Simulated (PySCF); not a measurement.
# C3H3FO: NMR shifts and spin-spin couplings at several levels of theory, part 2 of 3

PySCF 2.14.0. Atoms count from 0.

## Step 8: Spin-spin couplings: HF/pcJ-1

The job: settings as JSON, then the geometry in Å.

```
{"job": {"kind": "j", "xc": "HF", "basis": "pcJ-1"}, "charge": 0, "multiplicity": 1}
C      0.987202     0.771862    -0.077240
C      0.141016    -0.101275     0.473277
C     -0.989782    -0.634762    -0.310300
O     -1.277905    -0.395357    -1.435747
F     -1.725223    -1.482052     0.422346
H      0.844965     1.094181    -1.112969
H      1.832121     1.179366     0.482751
H      0.244392    -0.450843     1.503173
```

Level: HF/pcJ-1 indirect spin-spin coupling, non-relativistic, gas phase.

The log of the run:

```text
final grid: 72552 points
cycle   1  E = -289.4705222725  dE =  1.000e+00  |g| = 8.616e-01  |ddm| = 2.336e+00
cycle   2  E = -289.5622405623  dE = -9.172e-02  |g| = 6.469e-01  |ddm| = 8.117e-01
cycle   3  E = -289.6312171230  dE = -6.898e-02  |g| = 7.705e-02  |ddm| = 3.664e-01
cycle   4  E = -289.6331324864  dE = -1.915e-03  |g| = 3.541e-02  |ddm| = 8.307e-02
cycle   5  E = -289.6334791749  dE = -3.467e-04  |g| = 1.032e-02  |ddm| = 3.201e-02
cycle   6  E = -289.6335395508  dE = -6.038e-05  |g| = 4.971e-03  |ddm| = 1.394e-02
cycle   7  E = -289.6335573358  dE = -1.778e-05  |g| = 1.557e-03  |ddm| = 9.320e-03
cycle   8  E = -289.6335590591  dE = -1.723e-06  |g| = 5.442e-04  |ddm| = 2.961e-03
cycle   9  E = -289.6335592023  dE = -1.432e-07  |g| = 1.490e-04  |ddm| = 8.577e-04
cycle  10  E = -289.6335592186  dE = -1.630e-08  |g| = 5.928e-05  |ddm| = 2.625e-04
cycle  11  E = -289.6335592207  dE = -2.067e-09  |g| = 1.569e-05  |ddm| = 1.125e-04
cycle  12  E = -289.6335592209  dE = -1.841e-10  |g| = 6.907e-06  |ddm| = 3.607e-05
converged SCF energy = -289.6335592209

Indirect spin-spin couplings (Hz)
  i      j    bonds     total        FC       PSO       DSO        SD
  0 C    1 C    1   -222.918  -144.521   -10.294     0.146   -68.249
  0 C    2 C    2    174.194   158.263     0.189     0.014    15.728
  0 C    3 O    3    110.274    68.472    -0.060     0.016    41.846
  0 C    4 F    3    157.080   128.013     6.807    -0.408    22.669
  0 C    5 H    1     46.022    45.104    -0.451     0.514     0.855
  0 C    6 H    1     46.027    45.498    -0.403     0.450     0.481
  0 C    7 H    2    141.424   144.056    -1.201    -0.556    -0.875
  1 C    2 C    1    -69.347   -52.840    -2.100     0.327   -14.734
  1 C    3 O    2   -115.458   -74.413     0.603     0.047   -41.695
  1 C    4 F    2    -44.897   -20.733    -4.951    -0.056   -19.157
  1 C    5 H    2    149.189   151.985    -1.454    -0.442    -0.900
  1 C    6 H    2    154.194   156.423    -1.302    -0.487    -0.441
  1 C    7 H    1     47.770    45.982     0.003     0.845     0.940
  2 C    3 O    1     40.109    26.539    13.168    -0.099     0.501
  2 C    4 F    1   -222.195  -184.489   -38.898     0.976     0.216
  2 C    5 H    3    -95.473   -94.562    -0.381     0.151    -0.681
  2 C    6 H    3    -84.828   -84.952     0.296    -0.369     0.197
  2 C    7 H    2     99.479    99.100    -0.140    -0.035     0.555
  3 O    4 F    2     29.734   -39.657    70.812     0.264    -1.687
  3 O    5 H    4    -44.225   -44.422     0.224    -0.123     0.095
  3 O    6 H    4    -44.242   -43.944    -0.312     0.223    -0.209
  3 O    7 H    3     42.019    41.796    -0.128     0.365    -0.015
  4 F    5 H    4    -76.111   -76.270     1.909    -1.479    -0.270
  4 F    6 H    4    -64.706   -66.867     2.745    -1.404     0.819
  4 F    7 H    3     63.807    65.223    -0.931     0.152    -0.636
  5 H    6 H    2     90.946    92.468     3.642    -3.559    -1.606
  5 H    7 H    3    -82.631   -75.543     2.642    -3.188    -6.541
  6 H    7 H    3    -82.163   -83.332     0.340    -0.745     1.574
```

Wall time 10 s (1 thread of Arm Neoverse V1, shared host); peak memory 0.77 GiB.

A normal end doesn't make this result sound: the reference is near a triplet instability, so Fermi-contact and spin-dipole terms are unreliable. Its HOMO lies at -11.37 eV, against -8.66 eV in step 3 (PBE0/cc-pVDZ), a different level, so the two don't compare directly.

## Step 9: J couplings: LDA/pcJ-1

The job, as its differences from that of step 8:

```diff
@@ -1,2 +1,2 @@
-{"job": {"kind": "j", "xc": "HF", "basis": "pcJ-1"}, "charge": 0, "multiplicity": 1}
+{"job": {"kind": "j", "xc": "LDA", "basis": "pcJ-1"}, "charge": 0, "multiplicity": 1}
 C      0.987202     0.771862    -0.077240
```

Level: LDA/pcJ-1 indirect spin-spin coupling, non-relativistic, gas phase.

The log of the run:

```text
coarse grid: 7296 points
cycle   1  E = -288.7508557445  dE =  6.456e-01  |g| = 9.370e-01  |ddm| = 2.456e+00
cycle   2  E = -287.7228949960  dE =  1.028e+00  |g| = 2.442e+00  |ddm| = 2.283e+00
cycle   3  E = -288.8619217114  dE = -1.139e+00  |g| = 5.074e-01  |ddm| = 1.936e+00
cycle   4  E = -288.9058969875  dE = -4.398e-02  |g| = 1.588e-01  |ddm| = 3.874e-01
cycle   5  E = -288.9085147483  dE = -2.618e-03  |g| = 6.784e-02  |ddm| = 1.075e-01
cycle   6  E = -288.9094921954  dE = -9.774e-04  |g| = 1.689e-02  |ddm| = 5.398e-02
cycle   7  E = -288.9095387508  dE = -4.656e-05  |g| = 8.521e-03  |ddm| = 1.484e-02
cycle   8  E = -288.9095546741  dE = -1.592e-05  |g| = 3.166e-03  |ddm| = 7.598e-03
cycle   9  E = -288.9095573580  dE = -2.684e-06  |g| = 3.513e-04  |ddm| = 3.040e-03
final grid: 72552 points
cycle  10  E = -288.9569839304  dE = -1.409e-04  |g| = 4.610e-03  |ddm| = 1.403e-02
cycle  11  E = -288.9569753830  dE =  8.547e-06  |g| = 7.772e-03  |ddm| = 7.018e-03
cycle  12  E = -288.9569846473  dE = -9.264e-06  |g| = 3.047e-03  |ddm| = 6.275e-03
cycle  13  E = -288.9569859531  dE = -1.306e-06  |g| = 1.213e-03  |ddm| = 2.295e-03
cycle  14  E = -288.9569862806  dE = -3.274e-07  |g| = 2.963e-04  |ddm| = 9.416e-04
cycle  15  E = -288.9569862936  dE = -1.306e-08  |g| = 3.069e-05  |ddm| = 2.005e-04
cycle  16  E = -288.9569862938  dE = -1.733e-10  |g| = 1.219e-05  |ddm| = 3.386e-05
converged SCF energy = -288.9569862938

Indirect spin-spin couplings (Hz)
  i      j    bonds     total        FC       PSO       DSO        SD
  0 C    1 C    1     57.372    64.991   -10.209     0.153     2.437
  0 C    2 C    2      3.009     2.615     0.336     0.015     0.043
  0 C    3 O    3     -1.613    -0.316     0.060     0.015    -1.373
  0 C    4 F    3     16.072     2.060    10.137    -0.410     4.286
  0 C    5 H    1    133.058   132.049    -0.169     0.582     0.596
  0 C    6 H    1    133.836   132.784    -0.049     0.513     0.588
  0 C    7 H    2      2.500     4.241    -1.186    -0.548    -0.007
  1 C    2 C    1     64.295    65.822    -2.367     0.336     0.503
  1 C    3 O    2     -1.439    -1.595     0.007     0.047     0.102
  1 C    4 F    2     77.720    83.288    -5.942    -0.058     0.431
  1 C    5 H    2     -1.189     0.827    -1.487    -0.434    -0.096
  1 C    6 H    2      3.237     5.045    -1.276    -0.482    -0.050
  1 C    7 H    1    136.087   134.612     0.111     0.884     0.480
  2 C    3 O    1     28.404    19.358    11.985    -0.105    -2.834
  2 C    4 F    1   -414.794  -369.489   -48.136     0.986     1.844
  2 C    5 H    3      7.513     7.720    -0.318     0.153    -0.042
  2 C    6 H    3     13.686    13.778     0.314    -0.368    -0.039
  2 C    7 H    2      2.702     2.922    -0.193    -0.023    -0.005
  3 O    4 F    2     86.074     7.893    80.106     0.266    -2.191
  3 O    7 H    3     -1.015    -1.074    -0.342     0.365     0.036
  4 F    6 H    4      6.611     4.635     3.202    -1.403     0.177
  4 F    7 H    3     -6.397    -4.937    -0.938     0.171    -0.694
  5 H    6 H    2      2.841     2.491     3.641    -3.490     0.200
  5 H    7 H    3     14.020    14.368     2.643    -3.170     0.179
  6 H    7 H    3      8.787     9.187     0.324    -0.719    -0.005
```

It took 9.4 s on 1 thread of Arm Neoverse V1, shared host; peak memory 0.56 GiB.

A choice of the couplings up to four bonds, sorted by the number of bonds; isotopes 13C, 19F, 1H, 17O:

```tsv
pair	bonds	J (Hz)	Fermi contact (Hz)	dihedral (°)	measured size
C2–F4	1	-414.8	-369.5	–	–
C1–H7	1	136.1	134.6	–	–
C0–H6	1	133.8	132.8	–	–
C0–H5	1	133.1	132.0	–	–
C1–C2	1	64.3	65.8	–	–
C0–C1	1	57.4	65.0	–	–
C2–O3	1	28.4	19.4	–	–
O3–F4	2	86.1	7.9	–	–
C1–F4	2	77.7	83.3	–	–
C1–H6	2	3.2	5.0	–	–
C0–C2	2	3.0	2.6	–	–
H5–H6	2	2.8	2.5	–	0.8
C2–H7	2	2.7	2.9	–	–
C0–H7	2	2.5	4.2	–	–
C1–O3	2	-1.4	-1.6	–	–
C1–H5	2	-1.2	0.8	–	–
C0–F4	3	16.1	2.1	-179	–
H5–H7	3	14.0	14.4	180	17.3
C2–H6	3	13.7	13.8	-180	–
H6–H7	3	8.8	9.2	0	10.7
C2–H5	3	7.5	7.7	0	–
F4–H7	3	-6.4	-4.9	1	–
C0–O3	3	-1.6	-0.3	0	–
O3–H7	3	-1.0	-1.1	-180	–
F4–H6	4	6.6	4.6	–	–
```

Measured values: solution (compiled); Pretsch, Buehlmann, Badertscher, Structure Determination of Organic Compounds, 4th ed., Springer 2009.

Quadrupole couplings from the field gradients of the same density:

```tsv
atom	isotope	eQq/h (MHz)	η
O3	17O	8.397	0.37
```

Shifts (PBE0/cc-pVDZ, unscaled) and these couplings together give the proton spectrum at 300 MHz below.

1H NMR δ 7.04 (dd, J = 14.0, 2.8 Hz, 1H), 6.25 (ddd, J = 8.8, 6.6, 2.8 Hz, 1H), 5.94 (ddd, J = 14.0, 8.8, 6.4 Hz, 1H).

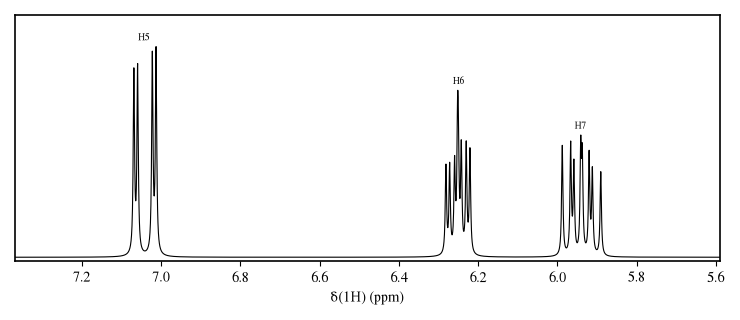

Simulated proton spectrum at 300 MHz, by exact diagonalisation of each spin system; lines 1.2 Hz wide, exchangeable protons uncoupled.

## Step 10: J couplings: PBE/pcJ-1

The job, as its differences from that of step 9:

```diff
@@ -1,2 +1,2 @@
-{"job": {"kind": "j", "xc": "LDA", "basis": "pcJ-1"}, "charge": 0, "multiplicity": 1}
+{"job": {"kind": "j", "xc": "PBE", "basis": "pcJ-1"}, "charge": 0, "multiplicity": 1}
 C      0.987202     0.771862    -0.077240
```

Level: PBE/pcJ-1 indirect spin-spin coupling, non-relativistic, gas phase.

The log of the run:

```text
coarse grid: 7296 points
cycle   1  E = -290.6470125116  dE =  6.760e-01  |g| = 9.428e-01  |ddm| = 2.452e+00
cycle   2  E = -289.6539583586  dE =  9.931e-01  |g| = 2.411e+00  |ddm| = 2.279e+00
cycle   3  E = -290.7596459881  dE = -1.106e+00  |g| = 5.069e-01  |ddm| = 1.931e+00
cycle   4  E = -290.8043595909  dE = -4.471e-02  |g| = 1.464e-01  |ddm| = 3.843e-01
cycle   5  E = -290.8066167197  dE = -2.257e-03  |g| = 6.450e-02  |ddm| = 1.051e-01
cycle   6  E = -290.8075069052  dE = -8.902e-04  |g| = 1.552e-02  |ddm| = 5.184e-02
cycle   7  E = -290.8075459247  dE = -3.902e-05  |g| = 7.802e-03  |ddm| = 1.362e-02
cycle   8  E = -290.8075591076  dE = -1.318e-05  |g| = 2.964e-03  |ddm| = 6.904e-03
cycle   9  E = -290.8075614978  dE = -2.390e-06  |g| = 3.533e-04  |ddm| = 2.861e-03
final grid: 72552 points
cycle  10  E = -290.8686814762  dE = -1.625e-04  |g| = 1.657e-02  |ddm| = 2.103e-02
cycle  11  E = -290.8683947210  dE =  2.868e-04  |g| = 4.206e-02  |ddm| = 3.404e-02
cycle  12  E = -290.8687232680  dE = -3.285e-04  |g| = 6.573e-03  |ddm| = 2.747e-02
cycle  13  E = -290.8687310634  dE = -7.795e-06  |g| = 1.464e-03  |ddm| = 4.586e-03
cycle  14  E = -290.8687313180  dE = -2.546e-07  |g| = 5.943e-04  |ddm| = 1.275e-03
cycle  15  E = -290.8687313851  dE = -6.710e-08  |g| = 1.409e-04  |ddm| = 4.502e-04
cycle  16  E = -290.8687313888  dE = -3.674e-09  |g| = 6.488e-05  |ddm| = 1.274e-04
cycle  17  E = -290.8687313898  dE = -1.061e-09  |g| = 2.199e-05  |ddm| = 6.306e-05
cycle  18  E = -290.8687313899  dE = -1.232e-10  |g| = 1.920e-06  |ddm| = 1.793e-05
converged SCF energy = -290.8687313899

Indirect spin-spin couplings (Hz)
  i      j    bonds     total        FC       PSO       DSO        SD
  0 C    1 C    1     70.871    77.049    -9.787     0.154     3.456
  0 C    2 C    2      1.889     1.626     0.290     0.015    -0.042
  0 C    3 O    3     -2.436    -0.695     0.029     0.015    -1.785
  0 C    4 F    3     17.363     3.344     9.699    -0.410     4.730
  0 C    5 H    1    158.092   157.094    -0.146     0.577     0.567
  0 C    6 H    1    157.871   156.819    -0.014     0.510     0.557
  0 C    7 H    2      0.983     2.663    -1.155    -0.548     0.023
  1 C    2 C    1     75.848    77.245    -2.299     0.336     0.566
  1 C    3 O    2     -1.414    -1.771    -0.024     0.047     0.334
  1 C    4 F    2     82.294    87.570    -5.525    -0.057     0.307
  1 C    5 H    2     -2.847    -0.884    -1.453    -0.433    -0.076
  1 C    6 H    2      1.721     3.477    -1.246    -0.482    -0.028
  1 C    7 H    1    160.301   158.872     0.116     0.881     0.432
  2 C    3 O    1     27.509    19.459    11.567    -0.106    -3.411
  2 C    4 F    1   -431.362  -386.104   -47.474     0.990     1.225
  2 C    5 H    3      8.332     8.541    -0.319     0.153    -0.043
  2 C    6 H    3     15.985    16.085     0.319    -0.368    -0.051
  2 C    7 H    2      2.809     3.029    -0.191    -0.024    -0.005
  3 O    4 F    2     78.248     2.515    78.014     0.265    -2.546
  3 O    5 H    4      0.226     0.165     0.165    -0.126     0.022
  3 O    7 H    3     -1.318    -1.386    -0.343     0.366     0.046
  4 F    5 H    4      0.188    -0.470     2.195    -1.484    -0.054
  4 F    6 H    4      7.862     5.879     3.207    -1.404     0.180
  4 F    7 H    3     -7.363    -5.832    -0.985     0.171    -0.716
  5 H    6 H    2      2.628     2.235     3.658    -3.500     0.235
  5 H    7 H    3     17.871    18.158     2.651    -3.173     0.234
  6 H    7 H    3     10.400    10.813     0.325    -0.721    -0.017
```

Wall time 16 s (1 thread of Arm Neoverse V1, shared host); peak memory 0.45 GiB.

In short: J(C2,F4) -431.4 Hz, J(C1,H7) 160.3 Hz, J(C0,H5) 158.1 Hz.

## Step 11: J couplings: KT2/pcJ-1

The job, as its differences from that of step 10:

```diff
@@ -1,2 +1,2 @@
-{"job": {"kind": "j", "xc": "PBE", "basis": "pcJ-1"}, "charge": 0, "multiplicity": 1}
+{"job": {"kind": "j", "xc": "KT2", "basis": "pcJ-1"}, "charge": 0, "multiplicity": 1}
 C      0.987202     0.771862    -0.077240
```

Level: KT2/pcJ-1 indirect spin-spin coupling, non-relativistic, gas phase.

The log of the run:

```text
coarse grid: 7296 points
cycle   1  E = -295.3668699205  dE =  7.110e-01  |g| = 1.042e+00  |ddm| = 2.441e+00
cycle   2  E = -294.4124149509  dE =  9.545e-01  |g| = 2.371e+00  |ddm| = 2.534e+00
cycle   3  E = -295.4995146823  dE = -1.087e+00  |g| = 5.474e-01  |ddm| = 2.161e+00
cycle   4  E = -295.5527118492  dE = -5.320e-02  |g| = 1.547e-01  |ddm| = 4.295e-01
cycle   5  E = -295.5555882761  dE = -2.876e-03  |g| = 5.734e-02  |ddm| = 1.124e-01
cycle   6  E = -295.5563328664  dE = -7.446e-04  |g| = 1.272e-02  |ddm| = 4.895e-02
cycle   7  E = -295.5563602959  dE = -2.743e-05  |g| = 5.800e-03  |ddm| = 1.251e-02
cycle   8  E = -295.5563661294  dE = -5.833e-06  |g| = 2.976e-03  |ddm| = 5.792e-03
final grid: 72552 points
cycle   9  E = -295.6413655077  dE = -7.097e-04  |g| = 3.550e-02  |ddm| = 3.820e-02
cycle  10  E = -295.6407444202  dE =  6.211e-04  |g| = 6.918e-02  |ddm| = 5.914e-02
cycle  11  E = -295.6415268273  dE = -7.824e-04  |g| = 9.995e-03  |ddm| = 4.579e-02
cycle  12  E = -295.6415420146  dE = -1.519e-05  |g| = 6.013e-03  |ddm| = 9.744e-03
cycle  13  E = -295.6415487276  dE = -6.713e-06  |g| = 1.043e-03  |ddm| = 4.186e-03
cycle  14  E = -295.6415489003  dE = -1.727e-07  |g| = 5.168e-04  |ddm| = 9.703e-04
cycle  15  E = -295.6415489682  dE = -6.790e-08  |g| = 7.743e-05  |ddm| = 4.304e-04
cycle  16  E = -295.6415489698  dE = -1.609e-09  |g| = 1.380e-05  |ddm| = 7.677e-05
cycle  17  E = -295.6415489699  dE = -3.718e-11  |g| = 5.013e-06  |ddm| = 1.309e-05
converged SCF energy = -295.6415489699

Indirect spin-spin couplings (Hz)
  i      j    bonds     total        FC       PSO       DSO        SD
  0 C    1 C    1     59.820    65.045    -8.896     0.153     3.518
  0 C    2 C    2      1.324     1.195     0.242     0.015    -0.128
  0 C    3 O    3     -2.366    -0.360     0.038     0.016    -2.060
  0 C    4 F    3     14.366     0.713     9.281    -0.410     4.782
  0 C    5 H    1    168.353   167.334    -0.099     0.558     0.561
  0 C    6 H    1    169.083   168.020     0.019     0.489     0.554
  0 C    7 H    2      1.685     3.326    -1.063    -0.550    -0.028
  1 C    2 C    1     63.931    65.124    -2.136     0.335     0.607
  1 C    3 O    2      0.155    -0.452     0.069     0.047     0.492
  1 C    4 F    2     69.601    74.937    -5.640    -0.058     0.362
  1 C    5 H    2     -3.055    -1.153    -1.346    -0.436    -0.119
  1 C    6 H    2      2.540     4.253    -1.150    -0.485    -0.077
  1 C    7 H    1    171.805   170.371     0.134     0.862     0.437
  2 C    3 O    1     35.681    28.751    10.869    -0.106    -3.834
  2 C    4 F    1   -431.923  -389.827   -43.930     0.989     0.845
  2 C    5 H    3      9.093     9.288    -0.313     0.152    -0.034
  2 C    6 H    3     18.958    19.058     0.322    -0.369    -0.052
  2 C    7 H    2      2.513     2.729    -0.178    -0.027    -0.011
  3 O    4 F    2     77.391     7.659    73.776     0.266    -4.310
  3 O    5 H    4      0.365     0.309     0.139    -0.125     0.041
  3 O    6 H    4      0.320     0.336    -0.299     0.223     0.060
  3 O    7 H    3     -1.323    -1.395    -0.332     0.366     0.038
  4 F    5 H    4      0.437    -0.200     2.196    -1.486    -0.073
  4 F    6 H    4      9.209     7.091     3.296    -1.407     0.229
  4 F    7 H    3    -10.899    -9.311    -0.843     0.163    -0.907
  5 H    6 H    2      1.085     0.670     3.687    -3.531     0.260
  5 H    7 H    3     23.977    24.192     2.674    -3.184     0.295
  6 H    7 H    3     13.050    13.488     0.325    -0.733    -0.029
```

It took 15 s on 1 thread of Arm Neoverse V1, shared host; peak memory 0.45 GiB.

In short: J(C2,F4) -431.9 Hz, J(C1,H7) 171.8 Hz, J(C0,H6) 169.1 Hz.

## Step 12: Indirect couplings: PBE0/pcJ-1

The job, as its differences from that of step 11:

```diff
@@ -1,2 +1,2 @@
-{"job": {"kind": "j", "xc": "KT2", "basis": "pcJ-1"}, "charge": 0, "multiplicity": 1}
+{"job": {"kind": "j", "xc": "PBE0", "basis": "pcJ-1"}, "charge": 0, "multiplicity": 1}
 C      0.987202     0.771862    -0.077240
```

Method: PBE0/pcJ-1 indirect spin-spin coupling, non-relativistic, gas phase.

The log of the run:

```text
coarse grid: 7296 points
cycle   1  E = -290.6828165901  dE =  7.444e-01  |g| = 8.721e-01  |ddm| = 2.405e+00
cycle   2  E = -290.2824851305  dE =  4.003e-01  |g| = 1.727e+00  |ddm| = 1.534e+00
cycle   3  E = -290.8112317334  dE = -5.287e-01  |g| = 2.406e-01  |ddm| = 1.140e+00
cycle   4  E = -290.8203500048  dE = -9.118e-03  |g| = 7.808e-02  |ddm| = 1.796e-01
cycle   5  E = -290.8211519094  dE = -8.019e-04  |g| = 1.878e-02  |ddm| = 4.361e-02
cycle   6  E = -290.8212288361  dE = -7.693e-05  |g| = 4.782e-03  |ddm| = 1.485e-02
cycle   7  E = -290.8212327633  dE = -3.927e-06  |g| = 1.522e-03  |ddm| = 3.369e-03
final grid: 72552 points
cycle   8  E = -290.8663013035  dE = -1.007e-04  |g| = 1.126e-02  |ddm| = 1.534e-02
cycle   9  E = -290.8662424609  dE =  5.884e-05  |g| = 2.116e-02  |ddm| = 1.835e-02
cycle  10  E = -290.8663229080  dE = -8.045e-05  |g| = 1.979e-03  |ddm| = 1.274e-02
cycle  11  E = -290.8663235943  dE = -6.864e-07  |g| = 5.589e-04  |ddm| = 1.481e-03
cycle  12  E = -290.8663236357  dE = -4.137e-08  |g| = 1.771e-04  |ddm| = 3.761e-04
cycle  13  E = -290.8663236412  dE = -5.482e-09  |g| = 1.817e-05  |ddm| = 1.034e-04
cycle  14  E = -290.8663236412  dE = -5.787e-11  |g| = 8.232e-06  |ddm| = 2.069e-05
converged SCF energy = -290.8663236412

Indirect spin-spin couplings (Hz)
  i      j    bonds     total        FC       PSO       DSO        SD
  0 C    1 C    1     77.897    82.908    -9.979     0.153     4.815
  0 C    2 C    2     -0.120    -0.091     0.278     0.015    -0.323
  0 C    3 O    3     -3.647    -1.188    -0.000     0.016    -2.475
  0 C    4 F    3     17.173     4.934     8.735    -0.409     3.913
  0 C    5 H    1    163.928   163.155    -0.240     0.561     0.452
  0 C    6 H    1    164.116   163.327    -0.145     0.495     0.439
  0 C    7 H    2     -1.799    -0.120    -1.181    -0.550     0.053
  1 C    2 C    1     83.240    84.387    -2.263     0.334     0.781
  1 C    3 O    2     -0.600    -1.858     0.209     0.047     1.003
  1 C    4 F    2     81.947    87.232    -5.532    -0.057     0.304
  1 C    5 H    2     -5.694    -3.756    -1.455    -0.436    -0.047
  1 C    6 H    2     -0.853     0.918    -1.271    -0.484    -0.016
  1 C    7 H    1    167.066   165.812     0.075     0.871     0.308
  2 C    3 O    1     21.120    13.417    12.003    -0.104    -4.197
  2 C    4 F    1   -398.591  -354.639   -45.235     0.988     0.295
  2 C    5 H    3      9.252     9.477    -0.337     0.152    -0.040
  2 C    6 H    3     16.978    17.090     0.313    -0.369    -0.056
  2 C    7 H    2      1.260     1.481    -0.182    -0.027    -0.011
  3 O    4 F    2     63.970    -9.828    76.999     0.265    -3.466
  3 O    5 H    4      0.596     0.524     0.184    -0.125     0.012
  3 O    6 H    4      0.469     0.542    -0.321     0.223     0.026
  3 O    7 H    3     -1.661    -1.853    -0.260     0.366     0.087
  4 F    5 H    4      0.583    -0.102     2.138    -1.484     0.031
  4 F    6 H    4      8.413     6.623     3.035    -1.405     0.159
  4 F    7 H    3     -7.847    -6.209    -0.993     0.165    -0.810
  5 H    6 H    2      0.134    -0.279     3.658    -3.520     0.276
  5 H    7 H    3     18.933    19.116     2.651    -3.180     0.347
  6 H    7 H    3     11.443    11.883     0.331    -0.730    -0.041
```

Wall time 17 s (1 thread of Arm Neoverse V1, shared host); peak memory 0.7 GiB.

Key values: J(C2,F4) -398.6 Hz, J(C1,H7) 167.1 Hz, J(C0,H6) 164.1 Hz.

(Part 2 of 3 ends here.)
